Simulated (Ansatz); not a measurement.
**AsF2 (doublet): from Hartree-Fock to the top rungs, cc-pVDZ**

Aim: climb from Hartree-Fock through coupled cluster and multireference methods for AsF2 (doublet) at one geometry and basis, and see what each rung misses.

Computed with Ansatz 0.2.0, Gaussian basis. Level: cc-pVDZ, core rule «outside noble gas», up to 16 orbitals frozen.

The runs, in order: UHF; CCSD(T) on ROHF; CCSD(T) on UHF; BCCD(T) on ROHF; CISD; CCSDT(Q) on ROHF; CCSDT(Q) on UHF; CASSCF and MRCISD+Q, 15 electrons in 10 orbitals; CASSCF and NEVPT2, 15 electrons in 10 orbitals.

21 further runs of the same task are left out: 7 that didn't finish, 14 set aside as unsound or not needed.

## 1. The geometry

The geometry is a PBE0/def2-TZVP stationary point (not a proven minimum). No spin-orbit coupling is included. The filled d shell of As may be among the frozen orbitals whatever the setting's name suggests; the logs give the count.

3 atoms, charge 0, spin multiplicity 2.

Atoms are counted from 1 here; the program's logs count them from 0.

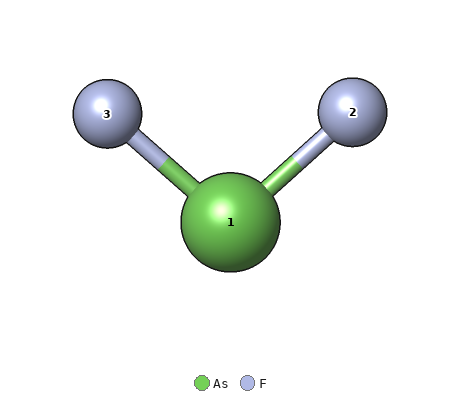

The structure; arsenic green, fluorine light blue; atoms are numbered from 1 in the order of the file.

In the tables R marks a restricted open-shell determinant and U an unrestricted one; 'valence' is the active space of 15 electrons in 10 orbitals; energies count from the table's Hartree-Fock row.

## 2. UHF

File in.yaml:

```yaml
crystal:
  periodic: [false, false, false]
  atoms:
    - {symbol: As, position_ang: [0.000000, -0.387542, 0.000000]}
    - {symbol: F, position_ang: [0.000000, 0.764150, -1.290593]}
    - {symbol: F, position_ang: [0.000000, 0.764150, 1.290593]}
basis:
  gaussian: {orbitals: cc-pVDZ}
magnetization: {spin_polarized: true, initial_magnetization: 1}
hamiltonian: {xc: hf}
output: {orbitals: {seedname: orbitals}}
```

On the command line:

```
ansatz run in.yaml --threads 1 --pin off --events-out ev --progress --plain --max-ram 2393MiB
```

Standard output:

```text
Functional definition: HF
  name "HF"
  cite "Fock, Z. Phys. 61, 126 (1930) doi:10.1007/BF01340294"
  parent pbe
  exchange = exact_x
  correlation = 0
589 factors; integrals over basis functions are off by at most 5.8e-4 eV
mean field evaluation 1: about -66205.0790 eV, gradient 2.3e1 eV
mean field evaluation 2: about -66205.0974 eV, gradient 2.3e1 eV
mean field evaluation 4: about -66207.1877 eV, gradient 1.6e0 eV
mean field evaluation 8: about -66207.2255 eV, gradient 2.4e-1 eV
mean field -66207.22658085 eV, -2433.0706999764 hartree, gradient 2.8e-5 eV, S^2 0.766345; 0 other end points of the search recorded, 0 dependent functions left out
reference -66207.22658085 eV, -2433.0706999764 hartree; 26, 25 occupied and 29, 30 virtual orbitals, 589 factors
Total energy: -66207.22658085 eV, -2433.0706999764 hartree
```

It took 0.75 s on 1 thread of Arm Neoverse V2, shared host.

From the report: ⟨S²⟩ of the determinant 0.766 (pure doublet: 0.75).

## 3. CCSD(T) on ROHF

Edit in.yaml of step 2 so:

```diff
@@ -8,4 +8,3 @@
   gaussian: {orbitals: cc-pVDZ}
-magnetization: {spin_polarized: true, initial_magnetization: 1}
-hamiltonian: {xc: hf}
-output: {orbitals: {seedname: orbitals}}
+magnetization: {spin_polarized: false, initial_magnetization: 1}
+correlation: {method: ccsd_t, electrons: outside_noble_gas}
```

The command is unchanged.

Standard output, cut to the lines that bear on the results:

```text
Functional definition: HF
  name "HF"
  cite "Fock, Z. Phys. 61, 126 (1930) doi:10.1007/BF01340294"
  parent pbe
[...]
589 factors; integrals over basis functions are off by at most 5.8e-4 eV
[...]
mean field -66207.10185375 eV, -2433.0661163397 hartree, gradient 2.4e-6 eV, S^2 0.750000; 0 other end points of the search recorded, 0 dependent functions left out
16 core orbitals not correlated: weight in the atoms' cores, before any rotation towards them, 0.997 or more for the frozen orbitals, at most 0.003 for the correlated occupied ones
reference -66207.10185375 eV, -2433.0661163397 hartree; 10, 9 occupied and 29, 30 virtual orbitals, 589 factors
second order -12.63892994 eV of doubles, -0.06784417 eV of singles
cycle   1  -12.58939093 eV  change    1.2e-1 eV  update   1.0e-1
[...]
cycle  10  -12.99724416 eV  change   -3.1e-6 eV  update   8.9e-6
perturbative correction -0.26027486 eV, -0.0095649248 hartree
Total energy: -66220.35937277 eV, -2433.5533211777 hartree
```

Run time: 2.1 s. Hardware: 1 thread of Arm Neoverse V2, shared host.

From the report: correlation -13.2575 eV; T1 0.019; largest double amplitude 0.06.

## 4. CCSD(T) on UHF

Edit in.yaml of step 3 so:

```diff
@@ -8,3 +8,3 @@
   gaussian: {orbitals: cc-pVDZ}
-magnetization: {spin_polarized: false, initial_magnetization: 1}
+magnetization: {spin_polarized: true, initial_magnetization: 1}
 correlation: {method: ccsd_t, electrons: outside_noble_gas}
```

The command is unchanged.

Standard output, cut to the lines that bear on the results:

```text
Functional definition: HF
  name "HF"
  cite "Fock, Z. Phys. 61, 126 (1930) doi:10.1007/BF01340294"
  parent pbe
[...]
589 factors; integrals over basis functions are off by at most 5.8e-4 eV
[...]
mean field -66207.22658085 eV, -2433.0706999764 hartree, gradient 1.2e-6 eV, S^2 0.766345; 0 other end points of the search recorded, 0 dependent functions left out
16 core orbitals not correlated: weight in the atoms' cores, before any rotation towards them, 0.997 or more for the frozen orbitals, at most 0.003 for the correlated occupied ones
reference -66207.22658085 eV, -2433.0706999764 hartree; 10, 9 occupied and 29, 30 virtual orbitals, 589 factors
second order -12.56552022 eV of doubles, -0.00000000 eV of singles
cycle   1  -12.45095684 eV  change    1.1e-1 eV  update   1.0e-1
[...]
cycle  10  -12.87654971 eV  change   -4.5e-6 eV  update   9.3e-6
perturbative correction -0.25803940 eV, -0.0094827729 hartree
Total energy: -66220.36116996 eV, -2433.5533872231 hartree
```

Wall time 2 s (1 thread of Arm Neoverse V2, shared host).

From the report: ⟨S²⟩ of the determinant 0.766 (pure doublet: 0.75); correlation -13.1346 eV; T1 0.018; largest double amplitude 0.06.

## 5. BCCD(T) on ROHF

Edit in.yaml of step 4 so:

```diff
@@ -8,3 +8,3 @@
   gaussian: {orbitals: cc-pVDZ}
-magnetization: {spin_polarized: true, initial_magnetization: 1}
-correlation: {method: ccsd_t, electrons: outside_noble_gas}
+magnetization: {spin_polarized: false, initial_magnetization: 1}
+correlation: {method: bccd_t, electrons: outside_noble_gas}
```

Launched as before.

Standard output, cut to the lines that bear on the results:

```text
Functional definition: HF
  name "HF"
  cite "Fock, Z. Phys. 61, 126 (1930) doi:10.1007/BF01340294"
  parent pbe
[...]
589 factors; integrals over basis functions are off by at most 5.8e-4 eV
[...]
mean field -66207.10185375 eV, -2433.0661163397 hartree, gradient 2.4e-6 eV, S^2 0.750000; 0 other end points of the search recorded, 0 dependent functions left out
16 core orbitals not correlated: weight in the atoms' cores, before any rotation towards them, 0.997 or more for the frozen orbitals, at most 0.003 for the correlated occupied ones
reference -66207.10185375 eV, -2433.0661163397 hartree; 10, 9 occupied and 29, 30 virtual orbitals, 589 factors
second order -12.63892994 eV of doubles, -0.06784417 eV of singles
cycle   1  -12.57804590 eV  change    1.3e-1 eV  update   1.0e-1
[...]
cycle  10  -12.95569607 eV  change   -7.9e-6 eV  update   1.1e-5
perturbative correction -0.31009834 eV, -0.0113959038 hartree
Total energy: -66220.36764816 eV, -2433.5536252926 hartree
```

It took 2.4 s on 1 thread of Arm Neoverse V2, shared host.

From the report: correlation -13.2658 eV; largest double amplitude 0.06.

## 6. CISD

Edit in.yaml of step 5 so:

```diff
@@ -9,2 +9,2 @@
 magnetization: {spin_polarized: false, initial_magnetization: 1}
-correlation: {method: bccd_t, electrons: outside_noble_gas}
+correlation: {active_space: {ras: {orbitals: [9, 1, 29], electrons: 19, max_holes: 2, max_particles: 2}, fixed_orbitals: true}}
```

Launched as before.

Standard output:

```text
Functional definition: HF
  name "HF"
  cite "Fock, Z. Phys. 61, 126 (1930) doi:10.1007/BF01340294"
  parent pbe
  exchange = exact_x
  correlation = 0
589 factors; integrals over basis functions are off by at most 5.8e-4 eV
mean field evaluation 1: about -66205.0301 eV, gradient 3.2e1 eV
mean field evaluation 2: about -66205.0477 eV, gradient 3.3e1 eV
mean field evaluation 4: about -66207.0827 eV, gradient 1.8e0 eV
mean field evaluation 8: about -66207.1016 eV, gradient 1.6e-1 eV
mean field -66207.10185375 eV, -2433.0661163397 hartree, gradient 2.4e-6 eV, S^2 0.750000; 0 other end points of the search recorded, 0 dependent functions left out
reference -66207.10185375 eV, -2433.0661163397 hartree; 26, 25 occupied and 29, 30 virtual orbitals, 589 factors
state -66218.89507306 eV, -2433.4995091559 hartree
Total energy: -66218.89507306 eV, -2433.4995091559 hartree
```

Wall time 10 s (1 thread of Arm Neoverse V2, shared host).

From the report: 45,236 determinants.

## 7. CCSDT(Q) on ROHF

Edit in.yaml of step 6 so:

```diff
@@ -9,2 +9,2 @@
 magnetization: {spin_polarized: false, initial_magnetization: 1}
-correlation: {active_space: {ras: {orbitals: [9, 1, 29], electrons: 19, max_holes: 2, max_particles: 2}, fixed_orbitals: true}}
+correlation: {method: ccsdt_q, electrons: outside_noble_gas}
```

The command is unchanged.

Standard output, cut to the lines that bear on the results:

```text
Functional definition: HF
  name "HF"
  cite "Fock, Z. Phys. 61, 126 (1930) doi:10.1007/BF01340294"
  parent pbe
[...]
1017 factors; integrals over basis functions are off by at most 1.3e-7 eV
[...]
mean field -66207.10234628 eV, -2433.0661344400 hartree, gradient 6.2e-6 eV, S^2 0.750000; 0 other end points of the search recorded, 0 dependent functions left out
16 core orbitals not correlated: weight in the atoms' cores, before any rotation towards them, 0.997 or more for the frozen orbitals, at most 0.003 for the correlated occupied ones
reference -66207.10234628 eV, -2433.0661344400 hartree; 10, 9 occupied and 29, 30 virtual orbitals, 1017 factors
second order -12.63896699 eV of doubles, -0.06784544 eV of singles
cycle   1  -12.58941693 eV  change    1.2e-1 eV  update   1.1e-1
[...]
cycle  16  -13.27455595 eV  change    3.9e-7 eV  update   6.7e-7
perturbative correction -0.03079546 eV, -0.0011317121 hartree
Total energy: -66220.40769768 eV, -2433.5550970854 hartree
```

It took 68 s on 1 thread of Arm Neoverse V2, shared host; peak memory 0.92 GiB.

From the report: correlation -13.3054 eV; T1 0.019; largest double amplitude 0.07.

## 8. CCSDT(Q) on UHF

Edit in.yaml of step 7 so:

```diff
@@ -8,3 +8,3 @@
   gaussian: {orbitals: cc-pVDZ}
-magnetization: {spin_polarized: false, initial_magnetization: 1}
+magnetization: {spin_polarized: true, initial_magnetization: 1}
 correlation: {method: ccsdt_q, electrons: outside_noble_gas}
```

The command is unchanged.

Standard output, cut to the lines that bear on the results:

```text
Functional definition: HF
  name "HF"
  cite "Fock, Z. Phys. 61, 126 (1930) doi:10.1007/BF01340294"
  parent pbe
[...]
1017 factors; integrals over basis functions are off by at most 1.3e-7 eV
[...]
mean field -66207.22707724 eV, -2433.0707182182 hartree, gradient 2.2e-6 eV, S^2 0.766346; 0 other end points of the search recorded, 0 dependent functions left out
16 core orbitals not correlated: weight in the atoms' cores, before any rotation towards them, 0.997 or more for the frozen orbitals, at most 0.003 for the correlated occupied ones
reference -66207.22707724 eV, -2433.0707182182 hartree; 10, 9 occupied and 29, 30 virtual orbitals, 1017 factors
second order -12.56555321 eV of doubles, -0.00000000 eV of singles
cycle   1  -12.45097738 eV  change    1.1e-1 eV  update   1.1e-1
[...]
cycle  16  -13.15241255 eV  change   -2.8e-7 eV  update   1.3e-6
perturbative correction -0.03605849 eV, -0.0013251252 hartree
Total energy: -66220.41554828 eV, -2433.5553855895 hartree
```

Wall time 56 s (1 thread of Arm Neoverse V2, shared host); peak memory 0.73 GiB.

From the report: ⟨S²⟩ of the determinant 0.766 (pure doublet: 0.75); correlation -13.1885 eV; T1 0.018; largest double amplitude 0.07.

## 9. CASSCF and MRCISD+Q, 15 electrons in 10 orbitals

File in.yaml:

```yaml
crystal:
  periodic: [false, false, false]
  atoms:
    - {symbol: As, position_ang: [0.000000, -0.387542, 0.000000]}
    - {symbol: F, position_ang: [0.000000, 0.764150, -1.290593]}
    - {symbol: F, position_ang: [0.000000, 0.764150, 1.290593]}
basis:
  gaussian: {orbitals: cc-pVDZ}
magnetization: {spin_polarized: false, initial_magnetization: 1}
correlation: {method: fic_mrcisd_q, electrons: outside_noble_gas, active_space: {window: {electrons: 15, orbitals: 10}, shells: [{species: As, l: s, shell: 4}, {species: As, l: p, shell: 4}, {species: F, l: p, shell: 2}]}}
```

The command is unchanged.

Standard output, cut to the lines that bear on the results:

```text
Functional definition: HF
  name "HF"
  cite "Fock, Z. Phys. 61, 126 (1930) doi:10.1007/BF01340294"
  parent pbe
[...]
1017 factors; integrals over basis functions are off by at most 1.3e-7 eV
[...]
mean field -66207.10234628 eV, -2433.0661344400 hartree, gradient 6.2e-6 eV, S^2 0.750000; 0 other end points of the search recorded, 0 dependent functions left out
reference -66207.10234628 eV, -2433.0661344400 hartree; 26, 25 occupied and 29, 30 virtual orbitals, 1017 factors
state -66208.67480614 eV, -2433.1239212739 hartree
contracted CI cycle   1: correlation 0.00000000 eV, 0.0000000000 hartree, residual 4.10e1 eV
contracted CI cycle   2: correlation -10.19704787 eV, -0.3747345974 hartree, residual 7.03e0 eV
contracted CI cycle   3: correlation -10.58955010 eV, -0.3891587884 hartree, residual 1.48e0 eV
contracted CI cycle   4: correlation -10.61005347 eV, -0.3899122732 hartree, residual 3.82e-1 eV
contracted CI cycle   5: correlation -10.61127913 eV, -0.3899573154 hartree, residual 8.99e-2 eV
contracted CI cycle   6: correlation -10.61134908 eV, -0.3899598861 hartree, residual 2.43e-2 eV
contracted CI cycle   7: correlation -10.61135415 eV, -0.3899600725 hartree, residual 7.48e-3 eV
contracted CI cycle   8: correlation -10.61135463 eV, -0.3899600899 hartree, residual 2.42e-3 eV
contracted CI cycle   9: correlation -10.61135468 eV, -0.3899600918 hartree, residual 7.14e-4 eV
state -66208.67480614 eV, -2433.1239212739 hartree; corrected -66220.20894124 eV, -2433.5477929209 hartree
Total energy: -66220.20894124 eV, -2433.5477929209 hartree
Checks for a lower state left out: starts, orbital_swaps
```

Wall time 8.5 s (1 thread of Arm Neoverse V2, shared host); peak memory 0.57 GiB.

From the report: 1,362 determinants; active occupations 2.00, 2.00, 2.00, 2.00, 2.00, 1.97, 1.97, 1.01, 0.03, 0.03.

## 10. CASSCF and NEVPT2, 15 electrons in 10 orbitals

File in.yaml:

```yaml
crystal:
  periodic: [false, false, false]
  atoms:
    - {symbol: As, position_ang: [0.000000, -0.387542, 0.000000]}
    - {symbol: F, position_ang: [0.000000, 0.764150, -1.290593]}
    - {symbol: F, position_ang: [0.000000, 0.764150, 1.290593]}
basis:
  gaussian: {orbitals: cc-pVDZ}
magnetization: {spin_polarized: false, initial_magnetization: 1}
correlation: {method: sc_nevpt2, electrons: outside_noble_gas, active_space: {window: {electrons: 15, orbitals: 10}, shells: [{species: As, l: s, shell: 4}, {species: As, l: p, shell: 4}, {species: F, l: p, shell: 2}]}}
```

The command is unchanged.

Standard output:

```text
Functional definition: HF
  name "HF"
  cite "Fock, Z. Phys. 61, 126 (1930) doi:10.1007/BF01340294"
  parent pbe
  exchange = exact_x
  correlation = 0
1017 factors; integrals over basis functions are off by at most 1.3e-7 eV
mean field evaluation 1: about -66204.9943 eV, gradient 3.3e1 eV
mean field evaluation 2: about -66205.0370 eV, gradient 3.3e1 eV
mean field evaluation 4: about -66207.0813 eV, gradient 1.8e0 eV
mean field evaluation 8: about -66207.1021 eV, gradient 1.5e-1 eV
mean field -66207.10234628 eV, -2433.0661344400 hartree, gradient 6.2e-6 eV, S^2 0.750000; 0 other end points of the search recorded, 0 dependent functions left out
reference -66207.10234628 eV, -2433.0661344400 hartree; 26, 25 occupied and 29, 30 virtual orbitals, 1017 factors
state -66208.67480614 eV, -2433.1239212739 hartree
state -66208.67480614 eV, -2433.1239212739 hartree; corrected -66219.17802108 eV, -2433.5099073038 hartree
Total energy: -66219.17802108 eV, -2433.5099073038 hartree
Checks for a lower state left out: starts, orbital_swaps
```

Run time: 4.5 s. Hardware: 1 thread of Arm Neoverse V2, shared host.

From the report: 1,362 determinants; active occupations 2.00, 2.00, 2.00, 2.00, 2.00, 1.97, 1.97, 1.01, 0.03, 0.03.

## 11. Natural occupations

Natural occupations of the CASSCF valence state about the gap (report; correlated orbitals 4 to 10): 1.996, 1.996, 1.975, 1.974, 1.007, 0.034, 0.028. The count of effectively unpaired electrons, Σ n²(2 − n)², is 1.01; a single determinant of this spin has 1.

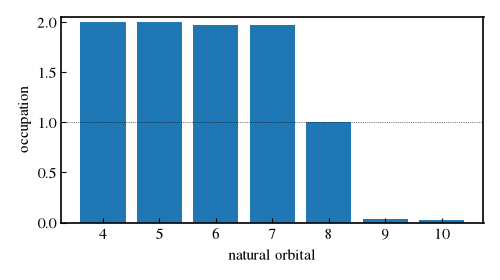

Natural occupations of the CASSCF valence state.

## 12. All levels against the top one

The yardstick is UCCSDT(Q), where the cluster series has nearly closed. Rows without a time come out of other runs: HF, MP2 and CCSD of CCSD(T), CCSDT of CCSDT(Q), CASSCF and MRCISD of the multireference runs.

Differences are taken before rounding.

```tsv
method	energy from the lowest RHF (kJ/mol)	from UCCSDT(Q) (kJ/mol)	time
RHF	0.0	+1284.6	
UHF	-12.0	+1272.5	
RMP2	-1226.0	+58.6	
UMP2	-1224.4	+60.2	
RCCSD	-1254.0	+30.5	
UCCSD	-1254.4	+30.1	
RCCSD(T)	-1279.2	+5.4	2.1 s
UCCSD(T)	-1279.3	+5.2	2 s
BCCD(T)	-1280.0	+4.6	2.4 s
RCCSDT	-1280.8	+3.7	
UCCSDT	-1281.1	+3.5	
RCCSDT(Q)	-1283.8	+0.8	68 s
UCCSDT(Q)	-1284.6	0	56 s
CASSCF valence	-151.8	+1132.8	
NEVPT2 valence	-1165.2	+119.4	4.5 s
MRCISD valence	-1175.6	+109.0	
MRCISD+Q valence	-1264.6	+19.9	8.5 s
```

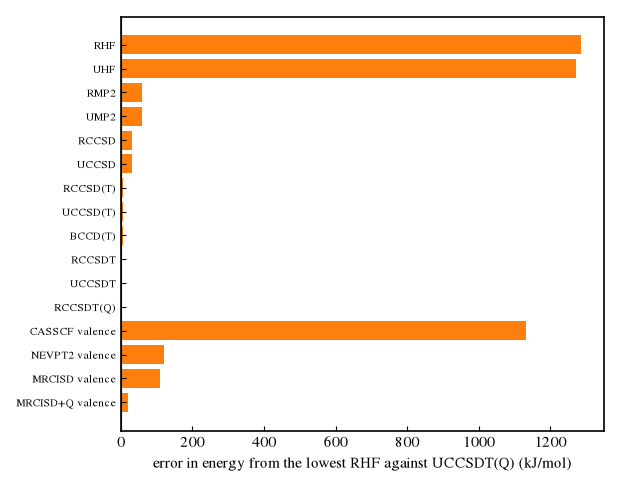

Deviations from UCCSDT(Q), method by method.

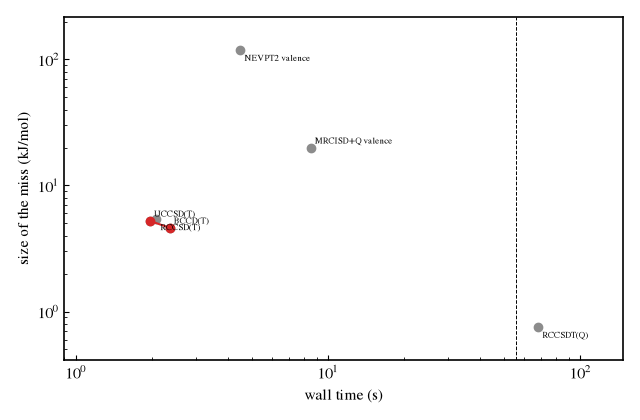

Miss against cost. Red marks the levels that no quicker level drawn beats (of those quicker than the yardstick), and the dashed line is the time of UCCSDT(Q). Times are from a shared host.

Not comparable, so not listed: CISD (they don't share determinant, frozen orbitals or solution with the rows shown, or repeat one).

With the free atoms at the same levels and basis (separate runs), the atomisation energy is 7.144 eV at UCCSDT(Q), 7.123 eV at RCCSD(T), 7.106 eV at UCCSD(T), 4.252 eV at RHF.

## 13. Summary of results

```
                         quantity                      value
   UCCSDT(Q) below the RHF energy                -13.3137 eV
              RMP2 from UCCSDT(Q)               +58.6 kJ/mol
              UMP2 from UCCSDT(Q)               +60.2 kJ/mol
             RCCSD from UCCSDT(Q)               +30.5 kJ/mol
          RCCSD(T) from UCCSDT(Q)                +5.4 kJ/mol
          UCCSD(T) from UCCSDT(Q)                +5.2 kJ/mol
         RCCSDT(Q) from UCCSDT(Q)                +0.8 kJ/mol
    NEVPT2 valence from UCCSDT(Q)              +119.4 kJ/mol
  MRCISD+Q valence from UCCSDT(Q)               +19.9 kJ/mol
levels within 1 kcal/mol (43 meV)  RCCSDT, UCCSDT, RCCSDT(Q)
                    T1 diagnostic                      0.019
   effectively unpaired electrons                       1.01
```

What this shows: RCCSD(T) lands +5.4 kJ/mol from the yardstick (0.4 % of the correlation energy). One determinant dominates. Of the multireference levels listed MRCISD+Q valence comes nearest in total energy (+19.9 kJ/mol), which doesn't show that its space is the better one. These misses are within one basis, not against nature; the frozen cores of restricted and unrestricted runs differ, which can shift their rows.

For cost: BCCD(T) gets within 4.6 kJ/mol in 2.4 s, where UCCSDT(Q) took 56 s; the quickest level in the cost chart, UCCSD(T), takes 2 s and misses by 5.2 kJ/mol.
